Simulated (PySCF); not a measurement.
## Geometry relaxation of C5H7F

System: C5H7F.
Method: PBE0-D3(BJ)/def2-SVP geometry optimisation, gas phase (PySCF 2.14.0).

It belongs to a series of runs on one base structure; here: constitutional isomer.

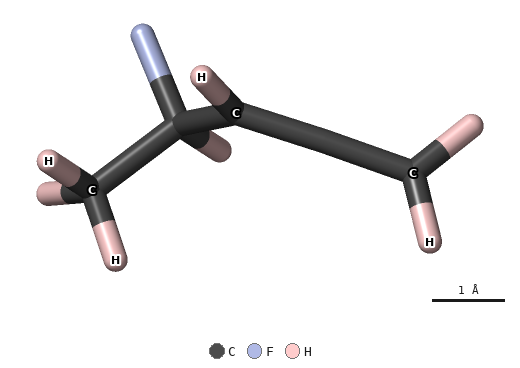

*The input geometry (stick view, seen at a tilt).*

Bond lengths as drawn: C–C 1.31 to 1.55 Å, C–F 1.41 Å and C–H 1.05 to 1.11 Å.

Input:
```
{"job": {"xc": "PBE0", "basis": "def2-SVP", "d3": "d3bj", "grid": 1, "shake": 0.01, "kind": "geom"}, "charge": 0, "multiplicity": 1}
C      2.734050    -0.321140    -0.094560
C      1.516560     0.066900     0.241650
C      0.295940     0.417160     0.560510
C     -0.782120     0.520560    -0.420280
C     -1.920850    -0.492390    -0.119000
F     -1.359860     1.801350    -0.354480
H      3.472460     0.419160    -0.392550
H      3.029330    -1.325690    -0.098010
H      0.059520     0.673210     1.609790
H     -0.450390     0.399450    -1.433850
H     -2.297270    -0.332730     0.911130
H     -2.736210    -0.357360    -0.799880
H     -1.555340    -1.485370    -0.204530
```

The first line tells a small driver script what to run in PySCF; the rest is the geometry in Å.

Run as:
```bash
OMP_NUM_THREADS=1 python <driver script> task.json out
```

Log:
```
step   0  E = -293.97099135  max force = 0.052122
step   1  E = -293.97624473  max force = 0.011643
step   2  E = -293.97709906  max force = 0.008004
step   3  E = -293.97736575  max force = 0.004774
step   4  E = -293.97752716  max force = 0.001356
step   5  E = -293.97754750  max force = 0.000472
step   6  E = -293.97755122  max force = 0.000295
optimisation converged
```

Trajectory as extended XYZ (Å, eV, eV/Å), 7 frames, from step=0 to step=6:
```
13
Properties=species:S:1:pos:R:3:forces:R:3 step=0 energy=-7999.35812
C     2.7340   -0.3211   -0.0946   -1.4784   2.0403   0.2376
C     1.5166    0.0669    0.2417    0.9296  -0.4694  -0.1426
C     0.2959    0.4172    0.5605    1.0001   0.2515   0.7118
C    -0.7821    0.5206   -0.4203   -2.6802   0.0559   0.5120
C    -1.9208   -0.4924   -0.1190    0.8410   1.7105   0.7966
F    -1.3599    1.8014   -0.3545    0.3507  -0.4238   0.0558
H     3.4725    0.4192   -0.3926    0.2132   0.2105  -0.0501
H     3.0293   -1.3257   -0.0980    0.4341  -1.8668   0.0256
H     0.0595    0.6732    1.6098   -0.0118  -0.1079  -0.2645
H    -0.4504    0.3995   -1.4339    0.5491  -0.2105  -0.8573
H    -2.2973   -0.3327    0.9111    0.1274  -0.0410  -0.2458
H    -2.7362   -0.3574   -0.7999   -0.7623   0.1998  -0.7003
H    -1.5553   -1.4854   -0.2045    0.4875  -1.3491  -0.0789
13
Properties=species:S:1:pos:R:3:forces:R:3 step=1 energy=-7999.50108
C     2.6765   -0.3300   -0.4169    0.4820  -0.5987   0.2178
C     1.5643    0.0050    0.1757   -0.2365   0.1885  -0.2662
C     0.3863    0.3710    0.6090   -0.2578  -0.1361  -0.0231
C    -0.8054    0.4951   -0.3145    0.4855   0.0536  -0.1018
C    -1.9580   -0.3973    0.0759   -0.0067  -0.2993  -0.2180
F    -1.2170    1.8117   -0.2816   -0.2325   0.1402   0.0211
H     3.3809    0.4242   -0.7810   -0.0170   0.0329  -0.0509
H     2.9874   -1.3913   -0.4804   -0.1168   0.3945  -0.0506
H     0.2093    0.5951    1.6672    0.0311   0.0163   0.0428
H    -0.4671    0.2903   -1.3523   -0.1305  -0.0667   0.2218
H    -2.2836   -0.1827    1.1030   -0.0127   0.0112   0.0533
H    -2.8135   -0.2437   -0.6057    0.1171   0.0074   0.1074
H    -1.6478   -1.4592    0.0144   -0.1050   0.2563   0.0464
13
Properties=species:S:1:pos:R:3:forces:R:3 step=2 energy=-7999.52432
C     2.7277   -0.3399   -0.3800    0.0115  -0.0900   0.1824
C     1.5765    0.0047    0.1385   -0.1533   0.0503  -0.4116
C     0.3850    0.3636    0.5471   -0.0876   0.0322   0.2006
C    -0.8311    0.5093   -0.3330    0.2350  -0.0158  -0.0518
C    -1.9636   -0.3979    0.0831   -0.0135  -0.1115  -0.0138
F    -1.2744    1.8188   -0.2590    0.0339  -0.0352  -0.0066
H     3.4373    0.4178   -0.7284    0.0054   0.0034   0.0012
H     3.0315   -1.3921   -0.4501   -0.0248   0.0744  -0.0004
H     0.2177    0.5769    1.6104    0.0297   0.0134   0.0549
H    -0.5414    0.3108   -1.3797   -0.0256   0.0312   0.0080
H    -2.2517   -0.1993    1.1264   -0.0012   0.0020   0.0024
H    -2.8410   -0.2323   -0.5597    0.0097   0.0205   0.0169
H    -1.6601   -1.4523   -0.0027   -0.0192   0.0250   0.0177
13
Properties=species:S:1:pos:R:3:forces:R:3 step=3 energy=-7999.53158
C     2.7123   -0.3424   -0.3750   -0.1951   0.2455   0.0553
C     1.5539    0.0194    0.1177    0.1723  -0.0548  -0.0321
C     0.3775    0.3801    0.5662    0.0858   0.0393  -0.0448
C    -0.8190    0.5134   -0.3303   -0.2068  -0.0171   0.1938
C    -1.9467   -0.4086    0.0762   -0.0337   0.0794   0.0760
F    -1.2888    1.8155   -0.2626    0.0700  -0.0384  -0.0418
H     3.4254    0.4085   -0.7328    0.0115  -0.0143   0.0241
H     2.9987   -1.3912   -0.4545    0.0368  -0.1672   0.0130
H     0.2258    0.5933    1.6342    0.0187  -0.0171  -0.0722
H    -0.5229    0.3127   -1.3706    0.0572   0.0452  -0.0911
H    -2.2463   -0.2084    1.1170    0.0053  -0.0001  -0.0252
H    -2.8176   -0.2463   -0.5718   -0.0683   0.0118  -0.0387
H    -1.6400   -1.4579   -0.0008    0.0464  -0.1122  -0.0165
13
Properties=species:S:1:pos:R:3:forces:R:3 step=4 energy=-7999.53597
C     2.7269   -0.3381   -0.3672   -0.0129   0.0648   0.0109
C     1.5612    0.0218    0.1024   -0.0008   0.0059  -0.0466
C     0.3804    0.3781    0.5416    0.0191   0.0019   0.0395
C    -0.8313    0.5125   -0.3348   -0.0683  -0.0280   0.0302
C    -1.9573   -0.4107    0.0804    0.0199   0.0584   0.0170
F    -1.2911    1.8161   -0.2568   -0.0005   0.0025  -0.0023
H     3.4528    0.4069   -0.7108   -0.0076   0.0010   0.0066
H     3.0143   -1.3908   -0.4310    0.0190  -0.0697   0.0117
H     0.2349    0.5884    1.6097    0.0077  -0.0015  -0.0048
H    -0.5458    0.3243   -1.3824    0.0161  -0.0060  -0.0353
H    -2.2418   -0.2176    1.1260    0.0038   0.0003  -0.0039
H    -2.8382   -0.2408   -0.5547   -0.0154   0.0036  -0.0123
H    -1.6526   -1.4620   -0.0095    0.0200  -0.0333  -0.0108
13
Properties=species:S:1:pos:R:3:forces:R:3 step=5 energy=-7999.53653
C     2.7301   -0.3383   -0.3627    0.0178   0.0045   0.0037
C     1.5607    0.0240    0.0945   -0.0243  -0.0037  -0.0133
C     0.3800    0.3799    0.5344    0.0064   0.0013   0.0166
C    -0.8362    0.5133   -0.3369   -0.0088  -0.0050  -0.0149
C    -1.9579   -0.4119    0.0800    0.0009   0.0041   0.0018
F    -1.2976    1.8161   -0.2545   -0.0004   0.0062   0.0002
H     3.4573    0.4062   -0.7039    0.0040  -0.0034  -0.0018
H     3.0206   -1.3930   -0.4139   -0.0018   0.0006   0.0030
H     0.2392    0.5906    1.6027    0.0009   0.0065   0.0035
H    -0.5538    0.3284   -1.3872    0.0047  -0.0040   0.0009
H    -2.2373   -0.2235    1.1277    0.0003  -0.0035   0.0015
H    -2.8426   -0.2407   -0.5506    0.0019  -0.0040   0.0014
H    -1.6499   -1.4629   -0.0166   -0.0015   0.0004  -0.0026
13
Properties=species:S:1:pos:R:3:forces:R:3 step=6 energy=-7999.53663
C     2.7311   -0.3372   -0.3590    0.0065  -0.0152   0.0000
C     1.5595    0.0267    0.0921   -0.0010   0.0037   0.0024
C     0.3791    0.3829    0.5326    0.0024   0.0007   0.0009
C    -0.8380    0.5141   -0.3381   -0.0009   0.0017  -0.0105
C    -1.9573   -0.4140    0.0785    0.0007  -0.0011  -0.0006
F    -1.3016    1.8162   -0.2550    0.0001  -0.0032  -0.0014
H     3.4618    0.4031   -0.7018   -0.0055   0.0043   0.0016
H     3.0195   -1.3929   -0.4042   -0.0019   0.0055   0.0011
H     0.2400    0.5958    1.6008   -0.0013   0.0060  -0.0006
H    -0.5551    0.3301   -1.3886    0.0003  -0.0019   0.0053
H    -2.2360   -0.2288    1.1270    0.0010  -0.0022   0.0007
H    -2.8433   -0.2437   -0.5507    0.0024  -0.0025   0.0017
H    -1.6471   -1.4641   -0.0210   -0.0028   0.0040  -0.0006
```

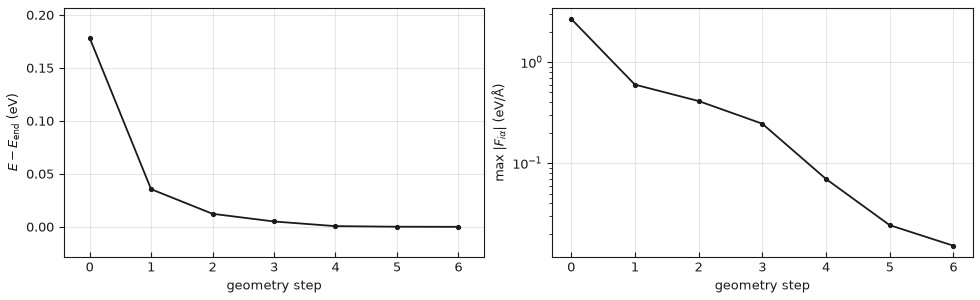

*Progress of the relaxation, step by step (steps are counted from 0).*

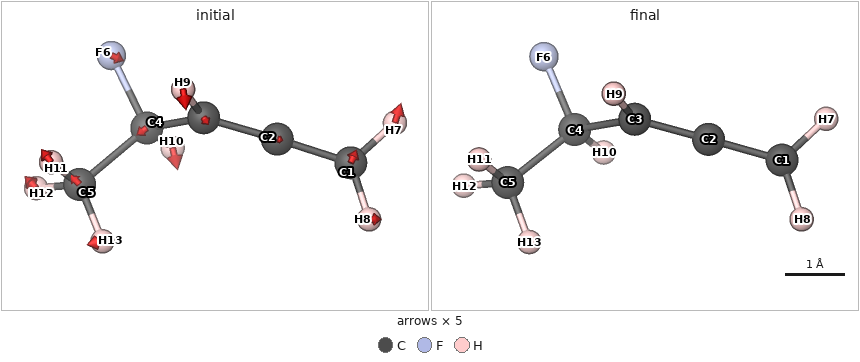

*Before (left) and after (right) the relaxation, at one scale (ball-and-stick view, seen at a tilt). The red arrows give the displacements, magnified 5 times.*

The energy falls by 0.179 eV in 6 geometry steps. The largest force component goes from 2.7 to 0.015 eV/Å. The largest move after the best rigid fit is that of H10, 0.081 Å. By element the largest moves are H 0.081 Å, C 0.052 Å, F 0.050 Å. Among the contacts that change: C1–H8 1.047 → 1.095 Å, C3–C4 1.461 → 1.502 Å, C4–C5 1.554 → 1.513 Å, C5–H13 1.062 → 1.100 Å. Among the angles that change: C3–C4–H10 113.4° → 109.2°. (Atoms are counted from 1 in the order of the input.)

Summary:

| quantity | value |
| --- | --- |
| outcome | converged |
| total energy | −293.977551 hartree |
| dipole moment | 1.82 D |
| point group | C1 |
| hardware | 1 CPU thread, shared host |
| wall time | 31 s |
| peak memory | 0.51 GiB |
